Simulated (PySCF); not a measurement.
The calculation's input:

```
{"job": {"kind": "nmr", "xc": "PBE0", "basis": "pcSseg-1"}, "charge": 0, "multiplicity": 1}
N      2.856095     0.960478     0.301639
C      2.171630    -0.043320    -0.015744
C      0.697701    -0.113123    -0.037109
N      0.144022    -1.264547    -0.402815
C     -1.175009    -1.319738    -0.419491
C     -1.964602    -0.230448    -0.073259
C     -1.285643     0.924499     0.292924
N      0.032323     0.985270     0.312203
H      2.288803     1.770635     0.558409
H      2.683268    -0.954697    -0.305930
H     -1.606127    -2.266042    -0.721513
H     -3.040823    -0.278082    -0.087372
H     -1.806026     1.829600     0.580332
```

Command:

```sh
OMP_NUM_THREADS=1 python probes_run.py task.json out
```

Geometry: GFN2-xTB.

All numbers below come from PBE0/pcSseg-1, SCF density, gas phase, non-relativistic in PySCF 2.14.0.

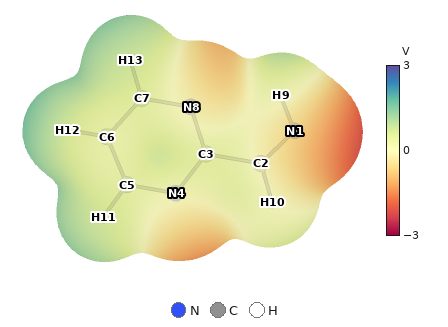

C5H5N3. The molecular electrostatic potential painted on the density surface at 0.002 e/bohr³, seen at a tilt; the colour scale runs from red (negative) to blue (positive).

### Which sites attract a positive test charge, and which a negative one?

A positive charge is drawn to the negative regions and a negative charge to the positive ones. The most negative region (about −2.1 V) lies over N1, the most positive (about +1.5 V) over H12. N1 is the likeliest acceptor of a hydrogen bond.
